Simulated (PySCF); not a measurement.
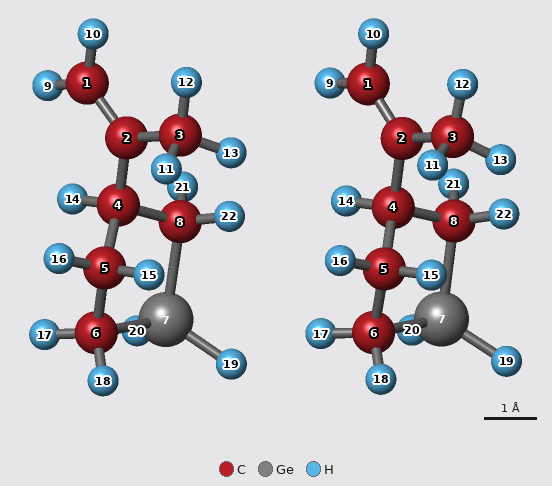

Two geometries of C7H14Ge, drawn at one scale. One is the start of a relaxation, the other its converged end. The picture is a ball-and-stick view, seen from a free direction.

Method: PySCF, PBE0-D3(BJ)/def2-SVP geometry optimisation, gas phase. 

**Which of the two is the end point?**

The left one is the relaxed one. The start comes from GFN2-xTB. Its atoms were then displaced at random by about 0.01 Å. Over 7 geometry steps the energy falls by 0.238 eV. H13 moves most after the best rigid fit: 0.23 Å. By element the largest moves are H 0.23 Å, C 0.12 Å, Ge 0.04 Å. Near-neighbour distances that change, for instance: C1–C2 1.296 → 1.338 Å, Ge7–H19 1.505 → 1.542 Å, C2–C4 1.546 → 1.512 Å, C3–H11 1.073 → 1.103 Å. Among the angles between lasting bonds that change: H9–C1–H10 112.9° → 117.1°, H15–C5–H16 110.0° → 106.5°, C4–C5–C6 106.7° → 109.7°.
